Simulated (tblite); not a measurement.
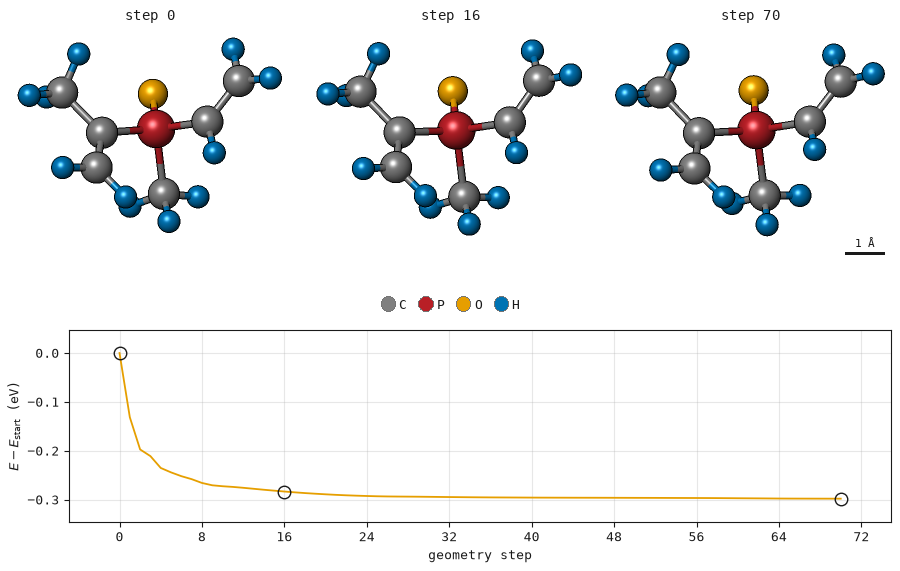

Frames of a relaxation of C6H11OP, marked on the history of the run. A ball-and-stick model, seen at a tilt.

These are results of tblite, GFN2-xTB geometry optimisation, gas phase, not measurements. 

Describe the path.

The largest moves after the best rigid fit, 0.26 Å, are those of O and H atoms. By element the largest moves are O 0.26 Å, H 0.25 Å, C 0.12 Å, P 0.09 Å. Some distances before and after: C–P 1.757 → 1.817 Å, C–P 1.785 → 1.834 Å, O–P 1.506 → 1.467 Å, C–H 1.113 → 1.085 Å. Among the angles between lasting bonds that change: C–C–P 124.0° → 118.6°, C–P–O 119.3° → 113.9°, C–C–H 118.0° → 122.8°. Over 70 geometry steps the energy falls by 0.298 eV. From step 0 to 16: the O atom moves most (0.18 Å), energy −0.283 eV. From step 16 to 70: an H atom moves most (0.19 Å), energy −0.015 eV.

| step | E − E(0), eV |
| --- | --- |
| 0 | 0.0000 |
| 1 | -0.1313 |
| 2 | -0.1972 |
| 3 | -0.2109 |
| 4 | -0.2351 |
| 5 | -0.2441 |
| 6 | -0.2519 |
| 7 | -0.2580 |
| 8 | -0.2658 |
| 9 | -0.2705 |
| 10 | -0.2725 |
| 13 | -0.2777 |
| 16 | -0.2833 |
| 19 | -0.2878 |
| 23 | -0.2918 |
| 26 | -0.2934 |
| 29 | -0.2939 |
| 32 | -0.2946 |
| 35 | -0.2952 |
| 38 | -0.2955 |
| 42 | -0.2959 |
| 45 | -0.2960 |
| 48 | -0.2961 |
| 51 | -0.2963 |
| 54 | -0.2965 |
| 57 | -0.2966 |
| 61 | -0.2972 |
| 64 | -0.2976 |
| 67 | -0.2978 |
| 70 | -0.2979 |
